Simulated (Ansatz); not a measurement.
# C2H5BO (SMILES B1CCO1): B3LYP/6-31G(d) (Cartesian functions)

What is the vertical singlet–triplet gap of C2H5BO at B3LYP/6-31G* (Cartesian functions)? 

The results are computed with Ansatz 0.2.0.

68 further runs of the same task are left out: 68 set aside as unsound or not needed.

## (1) The system as given

C2H5BO has 9 atoms, charge 0, and is taken as a singlet. SMILES: `B1CCO1`. The shape is that of a PBE0-D4/def2-TZVP optimisation.

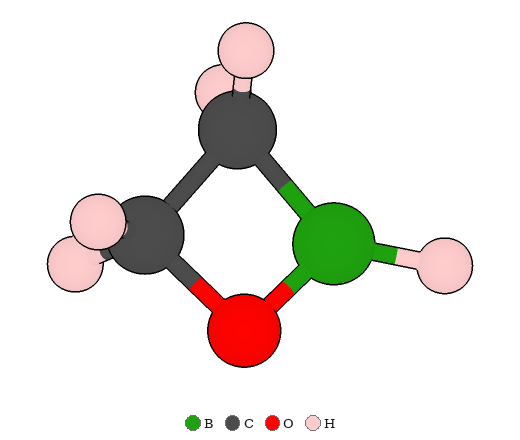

The structure, seen from a chosen angle (boron green, carbon dark grey, oxygen red, hydrogen pink).

## (2) The energy at B3LYP/6-31G(d) (Cartesian functions)

The input, job.yaml:

```yaml
crystal:
  periodic: [false, false, false]
  atoms:
    - {symbol: B, position_ang: [-0.402600, 0.301700, -1.082000]}
    - {symbol: C, position_ang: [0.506000, 0.617000, 0.171000]}
    - {symbol: C, position_ang: [-0.098600, -0.719600, 0.617700]}
    - {symbol: O, position_ang: [-0.884800, -0.878500, -0.596200]}
    - {symbol: H, position_ang: [-0.697000, 0.772800, -2.139500]}
    - {symbol: H, position_ang: [0.236300, 1.479000, 0.782200]}
    - {symbol: H, position_ang: [1.586200, 0.614100, 0.021000]}
    - {symbol: H, position_ang: [-0.757600, -0.681300, 1.487200]}
    - {symbol: H, position_ang: [0.600600, -1.551500, 0.721500]}
basis:
  gaussian: {orbitals: "6-31G*"}
hamiltonian: {xc: {name: B3LYP}}
accuracy: high
output: {orbitals: {seedname: orbitals}}
```

The run is started by

```sh
ansatz run job.yaml --threads 1 --pin off --max-ram 3480MiB --events-out events.jsonl --progress --plain --runs-dir runs
```

The program printed:

```text
Warning: RAYON_NUM_THREADS=1 ignored (pool sized by the plan → 1); use --threads N
Functional definition: B3LYP
  name "B3LYP"
  parameter a0 = 0.2
  parameter ax = 0.72
  parameter ac = 0.81
  exchange = (1 - a0 - ax)*slater_x + ax*b88_x + a0*exact_x
  correlation = (1 - ac)*vwn_rpa_c + ac*lyp_c
1666 factors; integrals over basis functions are off by at most 3.2e-9 eV
mean field evaluation 1: about -4874.1010 eV, gradient 4.9e1 eV
mean field evaluation 2: about -4868.9918 eV, gradient 7.1e1 eV
mean field evaluation 4: about -4879.1274 eV, gradient 3.1e0 eV
mean field evaluation 8: about -4879.1446 eV, gradient 2.0e-1 eV
mean field evaluation 16: about -4879.1447 eV, gradient 3.3e-6 eV
mean field -4879.14471233 eV, -179.3052609752 hartree, gradient 5.3e-8 eV, S^2 0.000000; 0 other end points of the search recorded, 0 dependent functions left out
reference -4879.14474440 eV, -179.3052621535 hartree; 15, 15 occupied and 55, 55 virtual orbitals, 1666 factors
Total energy: -4879.14474440 eV, -179.3052621535 hartree
```

Wall time 4.2 s (1 thread of Arm Neoverse V2, shared host); peak memory 0.2 GiB.

## (3) The triplet, same level

The input, molecule.yaml:

```yaml
crystal:
  periodic: [false, false, false]
  atoms:
    - symbol: B
      position_ang: [-0.402600, 0.301700, -1.082000]
    - symbol: C
      position_ang: [0.506000, 0.617000, 0.171000]
    - symbol: C
      position_ang: [-0.098600, -0.719600, 0.617700]
    - symbol: O
      position_ang: [-0.884800, -0.878500, -0.596200]
    - symbol: H
      position_ang: [-0.697000, 0.772800, -2.139500]
    - symbol: H
      position_ang: [0.236300, 1.479000, 0.782200]
    - symbol: H
      position_ang: [1.586200, 0.614100, 0.021000]
    - symbol: H
      position_ang: [-0.757600, -0.681300, 1.487200]
    - symbol: H
      position_ang: [0.600600, -1.551500, 0.721500]
basis:
  gaussian:
    orbitals: "6-31G*"
magnetization:
  spin_polarized: true
  initial_magnetization: 2
hamiltonian:
  xc: {name: B3LYP}
accuracy: high
output: {orbitals: {seedname: orbitals}}
```

The run is started by

```sh
ansatz run molecule.yaml --threads 1 --pin off --max-ram 3480MiB --events-out events.jsonl --progress --plain --runs-dir runs
```

The program printed, cut to the lines that bear on the results:

```text
Warning: RAYON_NUM_THREADS=1 ignored (pool sized by the plan → 1); use --threads N
[... 7 set-up lines as earlier in the session ...]
1667 factors; integrals over basis functions are off by at most 3.3e-9 eV
mean field evaluation 1: about -4868.8165 eV, gradient 3.1e1 eV
mean field evaluation 2: about -4861.8162 eV, gradient 5.3e1 eV
mean field evaluation 4: about -4872.9255 eV, gradient 2.8e0 eV
mean field evaluation 8: about -4873.1177 eV, gradient 1.5e-1 eV
mean field evaluation 16: about -4873.1181 eV, gradient 1.3e-3 eV
mean field evaluation 32: about -4873.1181 eV, gradient 1.6e-7 eV
mean field -4873.11808805 eV, -179.0837866178 hartree, gradient 4.8e-8 eV, S^2 2.003846; 4 other end points of the search recorded, 0 dependent functions left out
reference -4873.11812115 eV, -179.0837878340 hartree; 16, 14 occupied and 54, 56 virtual orbitals, 1667 factors
Total energy: -4873.11812115 eV, -179.0837878340 hartree
```

Run time: 14 s. Hardware: 1 thread of Arm Neoverse V2, shared host; peak memory 0.28 GiB.

## (4) Summary of results

At B3LYP/6-31G* (Cartesian functions):

```
                                        quantity          value
                           singlet: total energy  -179.30526 Eh
                            singlet: HOMO energy       -7.87 eV
                            singlet: LUMO energy        0.18 eV
                          singlet: HOMO–LUMO gap        8.05 eV
                           triplet: total energy  -179.08379 Eh
     triplet: HOMO energy (highest over α and β)       -1.91 eV
                                   triplet: ⟨S²⟩          2.004
vertical energy of the triplet above the singlet       6.027 eV
```

At this shape the triplet lies 6.03 eV (139 kcal/mol) above the singlet.
